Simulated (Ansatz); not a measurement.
# Gallium, dhcp under PBEsol: ground state and equation of state, part 2 of 2

Aim: take gallium in the dhcp structure, relax it, solve it on a dense k-mesh, then scale the cell to 7 volumes from 88 to 112 % of the relaxed one and try a fit of the equation of state. Spin polarisation is left out. The k-meshes are 12×12×4 for the relaxation; 16×16×5 for the dense run; 14×14×4 for the volumes.

Ansatz 0.2.0; DFT, PBEsol, plane waves (420 eV) with PAW, scalar-relativistic. The steps go on from the part before.

## 6. At 96 % of the relaxed volume

input.yaml

```yaml
crystal:
  lattice:
    - [2.8933457682, 0.0, 0.0]
    - [-1.4466728841, 2.5057109372, 0.0]
    - [0.0, 0.0, 9.4022209759]
  atoms:
    - { symbol: Ga, position: [0.0, 0.0, 1.0] }
    - { symbol: Ga, position: [1.0, 1.0, 0.5] }
    - { symbol: Ga, position: [0.3333333333, 0.6666666667, 0.25] }
    - { symbol: Ga, position: [0.6666666667, 0.3333333333, 0.75] }
hamiltonian:
  xc: pbesol
  pseudopotentials:
    kind: paw
    azcp:
      Ga: "pseudopotentials/Ga.paw.azcp"
basis:
  ecutwfc: 420
  fft_grid_basis: typed
kpoints:
  mp_grid: { grid: [14, 14, 4], shift: [0, 0, 0] }
magnetization:
  spin_polarized: false
scf:
  occupations: { method: fermi_dirac, width: 0.1 }
  lower_state_search: "off"
output:
  stress: true
```

Output (excerpt; [...] marks lines left out):

```text
Warning: <dir> the record states the generating functional pbe (its physics header spells it `PBE`), which answers neither for hamiltonian.xc's functional nor for the pbesol family's — results may be inconsistent (PPs are generated against a specific XC)
Warning: RAYON_NUM_THREADS=2 ignored (pool sized by the plan → 2); use --threads N
[...]
Pseudopotentials: kind: paw
Pseudopotential: Ga, paw, valence charge 13, recommended cutoff 420 eV (normal), <dir>
Functional definition: PBEsol
[...]
Crystal: 4 atoms, lattice volume = 68.165 Å³
Basis set: ecut = 420 eV, 1315 PW (Γ)
Bands: 30, of which v1, the nominal top of the filled ones, is band 26 counted from 1 (25 counted from 0)
Symmetry: 24 space group operations
Space group: P63/mmc (ITA 194), of the structure as read, at distance tolerance 4.1e-5 Å
k-points: 72 of 784
[...]
SCF iter   1: F=—  HF=-14972.713937 eV  |F-HF|=—  |Δ(HF+E_count)|=         —  Δρ=2.08e-3  dr2=1.40e-3  ethr=1.77e-3  ⟨swp⟩=5.6  Hψ=17489  notcnv=0  defer=20
[...]
SCF iter   7: F=-14972.710808 eV  HF=-14972.710809 eV  |F-HF|=1.27e-7  |Δ(HF+E_count)|=   1.19e-7  Δρ=1.58e-5  dr2=7.34e-8  ethr=1.92e-10  ⟨swp⟩=4.4  Hψ=8672  notcnv=0
[...]
SCF converged after 7 iterations
Free energy (F): -14972.710808 eV
[...]
E sigma→0 (E₀):  -14972.684503 eV
Entropy (-TS):   -0.052612 eV (-13.153 meV/atom)
Fermi energy:    11.041839 eV
[...]
--- Stress (GPa, compression-positive) ---
        2.260390       0.000000       0.000000
        0.000000       2.260390       0.000000
        0.000000       0.000000       3.682296
  P = ⅓ Tr σ = 2.7344 GPa (27.344 kbar)
```

Run time: 4.4 s. Hardware: 2 threads of an Arm CPU, shared host; peak memory 0.39 GiB.

## 7. At 100 % of the relaxed volume

input.yaml, as its differences from that of step 6:

```diff
@@ -2,5 +2,5 @@
   lattice:
-    - [2.8933457682, 0.0, 0.0]
-    - [-1.4466728841, 2.5057109372, 0.0]
-    - [0.0, 0.0, 9.4022209759]
+    - [2.9329855675, 0.0, 0.0]
+    - [-1.4664927838, 2.5400400104, 0.0]
+    - [0.0, 0.0, 9.5310345304]
   atoms:
```

Output (excerpt; [...] marks lines left out):

```text
Warning: <dir> the record states the generating functional pbe (its physics header spells it `PBE`), which answers neither for hamiltonian.xc's functional nor for the pbesol family's — results may be inconsistent (PPs are generated against a specific XC)
Warning: RAYON_NUM_THREADS=2 ignored (pool sized by the plan → 2); use --threads N
[...]
[... 3 set-up lines as earlier in the session ...]
[...]
Crystal: 4 atoms, lattice volume = 71.005 Å³
Basis set: ecut = 420 eV, 1387 PW (Γ)
Bands: 30, of which v1, the nominal top of the filled ones, is band 26 counted from 1 (25 counted from 0)
[... 2 set-up lines as earlier in the session ...]
k-points: 72 of 784
[...]
SCF iter   1: F=—  HF=-14972.737931 eV  |F-HF|=—  |Δ(HF+E_count)|=         —  Δρ=1.68e-3  dr2=1.26e-3  ethr=1.77e-3  ⟨swp⟩=5.7  Hψ=17766  notcnv=0  defer=16
[...]
SCF iter   7: F=-14972.734844 eV  HF=-14972.734844 eV  |F-HF|=7.31e-8  |Δ(HF+E_count)|=   1.00e-6  Δρ=1.03e-5  dr2=5.06e-8  ethr=1.92e-10  ⟨swp⟩=3.2  Hψ=10272  notcnv=0
[...]
SCF converged after 7 iterations
Free energy (F): -14972.734844 eV
[...]
E sigma→0 (E₀):  -14972.707903 eV
Entropy (-TS):   -0.053882 eV (-13.471 meV/atom)
Fermi energy:    10.437282 eV
[...]
--- Stress (GPa, compression-positive) ---
       -0.351696      -0.000000      -0.000000
       -0.000000      -0.351696       0.000000
       -0.000000       0.000000       0.934966
  P = ⅓ Tr σ = 0.0772 GPa (0.772 kbar)
```

It took 4.7 s on 2 threads of an Arm CPU, shared host; peak memory 0.4 GiB.

## 8. At 104 % of the relaxed volume

input.yaml, as its differences from that of step 7:

```diff
@@ -2,5 +2,5 @@
   lattice:
-    - [2.9329855675, 0.0, 0.0]
-    - [-1.4664927838, 2.5400400104, 0.0]
-    - [0.0, 0.0, 9.5310345304]
+    - [2.971581909, 0.0, 0.0]
+    - [-1.4857909545, 2.5734654226, 0.0]
+    - [0.0, 0.0, 9.6564572626]
   atoms:
```

Output (excerpt; [...] marks lines left out):

```text
Warning: <dir> the record states the generating functional pbe (its physics header spells it `PBE`), which answers neither for hamiltonian.xc's functional nor for the pbesol family's — results may be inconsistent (PPs are generated against a specific XC)
Warning: RAYON_NUM_THREADS=2 ignored (pool sized by the plan → 2); use --threads N
[...]
[... 3 set-up lines as earlier in the session ...]
[...]
Crystal: 4 atoms, lattice volume = 73.845 Å³
Basis set: ecut = 420 eV, 1389 PW (Γ)
Bands: 30, of which v1, the nominal top of the filled ones, is band 26 counted from 1 (25 counted from 0)
[... 1 set-up line as earlier in the session ...]
Space group: P63/mmc (ITA 194), of the structure as read, at distance tolerance 4.2e-5 Å
k-points: 72 of 784
[...]
SCF iter   1: F=—  HF=-14972.719831 eV  |F-HF|=—  |Δ(HF+E_count)|=         —  Δρ=1.44e-3  dr2=1.34e-3  ethr=1.77e-3  ⟨swp⟩=5.7  Hψ=17794  notcnv=0  defer=18
[...]
SCF iter   8: F=-14972.716725 eV  HF=-14972.716725 eV  |F-HF|=1.38e-8  |Δ(HF+E_count)|=   1.28e-7  Δρ=4.83e-6  dr2=7.51e-9  ethr=1.92e-10  ⟨swp⟩=4.6  Hψ=8803  notcnv=0
[...]
SCF converged after 8 iterations
Free energy (F): -14972.716725 eV
[...]
E sigma→0 (E₀):  -14972.689418 eV
Entropy (-TS):   -0.054614 eV (-13.653 meV/atom)
Fermi energy:    9.880591 eV
[...]
--- Stress (GPa, compression-positive) ---
       -2.419920       0.000000       0.000000
        0.000000      -2.419920       0.000000
        0.000000       0.000000      -1.285433
  P = ⅓ Tr σ = -2.0418 GPa (-20.418 kbar)
```

Wall time 5.2 s (2 threads of an Arm CPU, shared host); peak memory 0.41 GiB.

## 9. At 108 % of the relaxed volume

input.yaml, as its differences from that of step 8:

```diff
@@ -2,5 +2,5 @@
   lattice:
-    - [2.971581909, 0.0, 0.0]
-    - [-1.4857909545, 2.5734654226, 0.0]
-    - [0.0, 0.0, 9.6564572626]
+    - [3.0092008634, 0.0, 0.0]
+    - [-1.5046004317, 2.6060443928, 0.0]
+    - [0.0, 0.0, 9.7787038763]
   atoms:
@@ -28 +28,5 @@
   stress: true
+  write_density: true
+  write_potential: true
+  elf: true
+  volumetric_format: npy
```

Output (excerpt; [...] marks lines left out):

```text
Warning: <dir> the record states the generating functional pbe (its physics header spells it `PBE`), which answers neither for hamiltonian.xc's functional nor for the pbesol family's — results may be inconsistent (PPs are generated against a specific XC)
Warning: RAYON_NUM_THREADS=2 ignored (pool sized by the plan → 2); use --threads N
[...]
[... 3 set-up lines as earlier in the session ...]
[...]
Crystal: 4 atoms, lattice volume = 76.686 Å³
Basis set: ecut = 420 eV, 1425 PW (Γ)
Bands: 32, of which v1, the nominal top of the filled ones, is band 26 counted from 1 (25 counted from 0)
[... 2 set-up lines as earlier in the session ...]
k-points: 72 of 784
[...]
SCF iter   1: F=—  HF=-14972.667781 eV  |F-HF|=—  |Δ(HF+E_count)|=         —  Δρ=1.49e-3  dr2=1.80e-3  ethr=1.77e-3  ⟨swp⟩=5.6  Hψ=8844  notcnv=0  defer=1
[...]
SCF iter   7: F=-14972.664973 eV  HF=-14972.664973 eV  |F-HF|=6.29e-9  |Δ(HF+E_count)|=   3.30e-8  Δρ=3.45e-6  dr2=1.24e-8  ethr=1.69e-10  ⟨swp⟩=7.2  Hψ=13928  notcnv=0
[...]
SCF converged after 7 iterations
Free energy (F): -14972.664973 eV
[...]
E sigma→0 (E₀):  -14972.637381 eV
Entropy (-TS):   -0.055184 eV (-13.796 meV/atom)
Fermi energy:    9.366263 eV
[...]
--- Stress (GPa, compression-positive) ---
       -4.057940      -0.000000       0.000000
       -0.000000      -4.057940       0.000000
        0.000000       0.000000      -3.080087
  P = ⅓ Tr σ = -3.7320 GPa (-37.320 kbar)
--- Band table (eV; the first three rows and the last of 72) ---
[...]
```

Wall time 6.5 s (2 threads of an Arm CPU, shared host); peak memory 0.42 GiB.

## 10. At 112 % of the relaxed volume

input.yaml, as its differences from that of step 9:

```diff
@@ -2,5 +2,5 @@
   lattice:
-    - [3.0092008634, 0.0, 0.0]
-    - [-1.5046004317, 2.6060443928, 0.0]
-    - [0.0, 0.0, 9.7787038763]
+    - [3.045902052, 0.0, 0.0]
+    - [-1.522951026, 2.6378285545, 0.0]
+    - [0.0, 0.0, 9.8979681167]
   atoms:
@@ -28,5 +28 @@
   stress: true
-  write_density: true
-  write_potential: true
-  elf: true
-  volumetric_format: npy
```

Output (excerpt; [...] marks lines left out):

```text
Warning: <dir> the record states the generating functional pbe (its physics header spells it `PBE`), which answers neither for hamiltonian.xc's functional nor for the pbesol family's — results may be inconsistent (PPs are generated against a specific XC)
Warning: RAYON_NUM_THREADS=2 ignored (pool sized by the plan → 2); use --threads N
[...]
[... 3 set-up lines as earlier in the session ...]
[...]
Crystal: 4 atoms, lattice volume = 79.526 Å³
Basis set: ecut = 420 eV, 1557 PW (Γ)
Bands: 30, of which v1, the nominal top of the filled ones, is band 26 counted from 1 (25 counted from 0)
[... 2 set-up lines as earlier in the session ...]
k-points: 72 of 784
[...]
SCF iter   1: F=—  HF=-14972.589476 eV  |F-HF|=—  |Δ(HF+E_count)|=         —  Δρ=1.55e-3  dr2=2.26e-3  ethr=1.77e-3  ⟨swp⟩=5.7  Hψ=17359  notcnv=0  defer=20
[...]
SCF iter   7: F=-14972.586447 eV  HF=-14972.586447 eV  |F-HF|=5.49e-9  |Δ(HF+E_count)|=   1.59e-7  Δρ=3.83e-6  dr2=1.42e-8  ethr=1.92e-10  ⟨swp⟩=4.1  Hψ=8429  notcnv=0
[...]
SCF converged after 7 iterations
Free energy (F): -14972.586447 eV
[...]
E sigma→0 (E₀):  -14972.558501 eV
Entropy (-TS):   -0.055891 eV (-13.973 meV/atom)
Fermi energy:    8.889570 eV
[...]
--- Stress (GPa, compression-positive) ---
       -5.350975      -0.000000       0.000000
        0.000000      -5.350975      -0.000000
        0.000000      -0.000000      -4.524057
  P = ⅓ Tr σ = -5.0753 GPa (-50.753 kbar)
```

It took 5.4 s on 2 threads of an Arm CPU, shared host; peak memory 0.42 GiB.

## 11. Fitting the volumes

The cell was scaled evenly, with its shape and the fractional positions fixed.

| V (Å³/atom) | E − E₀ (meV/atom) | P from the stress (GPa) | P from the fit (GPa) |
| --- | --- | --- | --- |
| 15.621 | 60.6 | 10.33 | 10.23 |
| 16.331 | 24.9 | 6.09 | 6.03 |
| 17.041 | 5.9 | 2.73 | 2.70 |
| 17.751 | 0.0 | 0.08 | 0.05 |
| 18.461 | 4.6 | -2.04 | -2.06 |
| 19.171 | 17.7 | -3.73 | -3.75 |
| 19.881 | 37.4 | -5.08 | -5.09 |

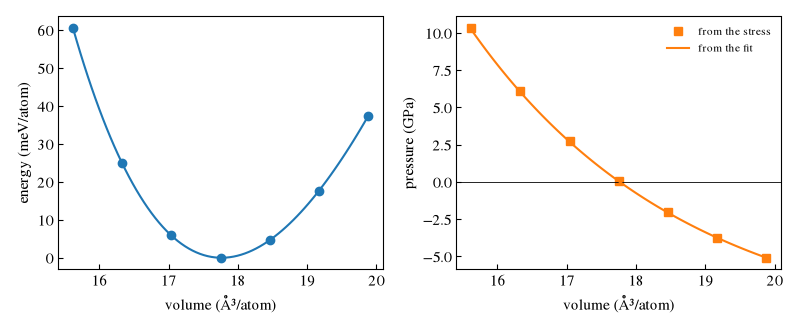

Energy and pressure against volume; the lines are the Birch-Murnaghan fit.

Fit (Birch-Murnaghan, third order): V₀ = 17.765 Å³/atom, B₀ = 59 GPa, B₀′ = 4.7, largest residual 0.03 meV/atom.

## 12. Outcome

The summary covers parts 1 to 2.

```
                      quantity                                   value
space group (spins left aside)                      P6_3/mmc (No. 194)
             conventional cell  a = 2.933 Å, c = 9.531 Å (c/a = 3.250)
                        volume                          17.751 Å³/atom
             shortest distance                                 2.923 Å
               gap on the mesh            none (levels filled in part)
   relative to alpha-Ga (Cmce)                            +21 meV/atom
                   V₀, B₀, B₀′             17.765 Å³/atom, 59 GPa, 4.7
```

**Reading.** From the guessed start the volume shrank by 9.4 % in 6 steps. Against the reference form of gallium (alpha-Ga (Cmce), computed apart with the same settings) it stands 21 meV/atom higher. Levels at the Fermi energy are filled in part, as in a metal. The fitted modulus is 59 GPa; letting shape and positions relax at each volume could only lower it. The symmetry was held, so the structure may be unstable against distortions that break it.
